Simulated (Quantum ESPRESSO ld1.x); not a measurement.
Ni⁴⁺ (Z = 28, 24 electrons); electrons: [Ar] 3d6 (high spin). Level of theory: scalar-relativistic Kohn-Sham, LDA (Slater exchange, VWN5 correlation), spin-polarised, spherical densities, point nucleus. Computed with Quantum ESPRESSO ld1.x 7.5.

Wanted: the radial spin density.

The curve integrates to 4 unpaired electrons, held by 3d (+4). Its largest value, 4.79 electrons/bohr, lies near r = 0.60 bohr. Regions of the opposite sign are negligible.

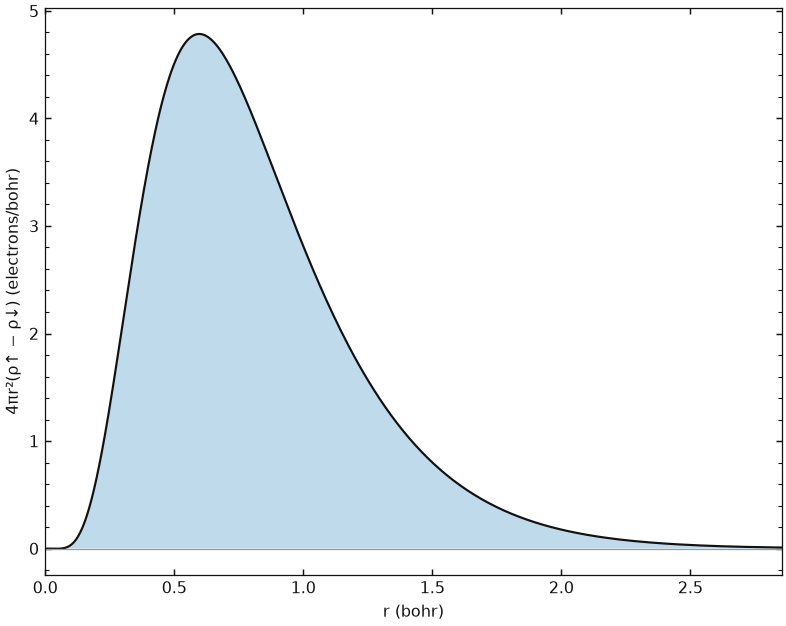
